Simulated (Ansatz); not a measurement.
```yaml
atoms:
  - { symbol: C, position_ang: [-0.9355, 1.3648, -1.0076] }
  - { symbol: C, position_ang: [-0.4556, 0.5585, 0.1889] }
  - { symbol: C, position_ang: [0.4794, -0.5890, -0.1886] }
  - { symbol: Al, position_ang: [1.1603, -1.6989, 1.2730] }
  - { symbol: H, position_ang: [-1.4781, 0.7296, -1.7137] }
  - { symbol: H, position_ang: [-1.6020, 2.1783, -0.7082] }
  - { symbol: H, position_ang: [-0.0908, 1.8044, -1.5458] }
  - { symbol: H, position_ang: [-1.3240, 0.1663, 0.7305] }
  - { symbol: H, position_ang: [0.0464, 1.2281, 0.8966] }
  - { symbol: H, position_ang: [1.3474, -0.2007, -0.7423] }
  - { symbol: H, position_ang: [-0.0158, -1.2567, -0.9095] }
  - { symbol: H, position_ang: [2.1354, -2.9166, 0.9581] }
  - { symbol: H, position_ang: [0.7533, -1.4028, 2.7834] }
```

Geometry: PBE0-D4/def2-TZVP.

Theory: Ansatz, RKS PBE0-D4/def2-TZVPP.

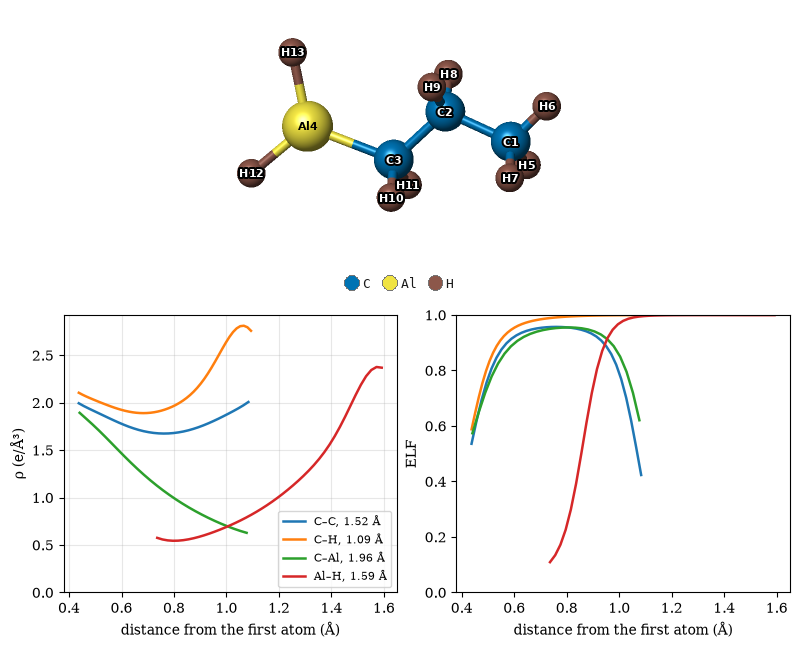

C3H9Al (SMILES CC[CH2][AlH2]). Electron density and electron localisation function along straight lines between neighbouring atoms. The curves leave out the atomic cores. The structure is drawn too.

Question: What can be read from the curves?

Answer: C–C (1.52 Å): ρ is about 1.7 e/Å³ halfway; the ELF peaks at about 0.95 between the atoms: a shared electron pair.
C–H (1.09 Å): ρ is about 2 e/Å³ halfway; the ELF climbs to about 1 towards the hydrogen, as it does in any bond to H; a covalent bond by its length.
C–Al (1.96 Å): ρ is about 0.73 e/Å³ halfway; the ELF peaks at about 0.95 between the atoms: a shared but strongly polarised pair.
Al–H (1.59 Å): the density is about 0.55 e/Å³ at the midpoint; the ELF climbs to about 1 towards the hydrogen.
